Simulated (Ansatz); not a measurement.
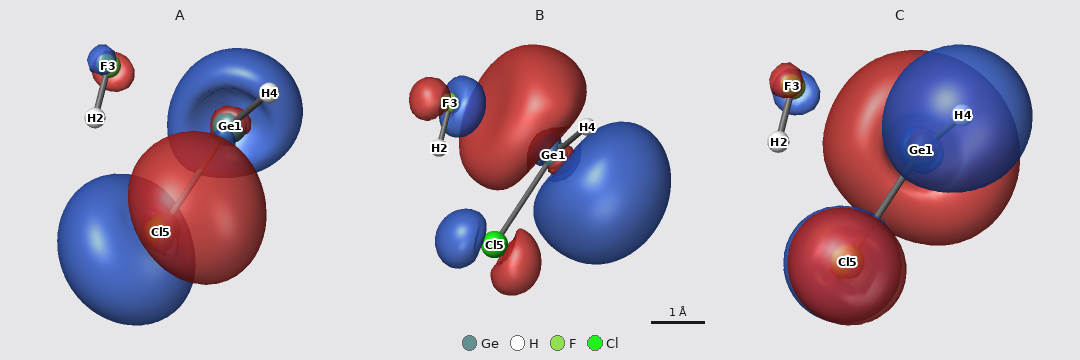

The picture shows: ClGeH···HF. Three frontier orbitals at ±0.1 Å⁻³ᐟ² (blue and red are the two phases), in no order.

The calculation used RKS PBE0/def2-SVP in Ansatz.

```yaml
atoms:
  - { symbol: Ge, position_ang: [-0.9207, 0.3819, 0.3751] }
  - { symbol: H, position_ang: [1.2852, -0.6064, 0.6032] }
  - { symbol: F, position_ang: [1.2704, 0.2447, 1.0280] }
  - { symbol: H, position_ang: [-0.3762, 1.1124, -0.9384] }
  - { symbol: Cl, position_ang: [-0.2583, -1.6793, -0.3599] }
```

Which picture is the HOMO−1, the HOMO and the LUMO?

Answer. A is the HOMO−1 (−9.09 eV). By Hirshfeld shares it lies mainly on Cl5 (about 80 %) and Ge1 (about 15 %); largely a lone pair of Cl5. C is the HOMO (−7.06 eV). By Hirshfeld shares it lies mainly on Ge1 (about 60 %), H4 (about 20 %) and Cl5 (about 20 %). B is the LUMO (−2.02 eV). It lies mainly on Ge1 (about 80 %), F3 (about 10 %) and Cl5 (about 5 %).

What is the HOMO–LUMO gap?

Answer. 5.04 eV between the orbital energies.
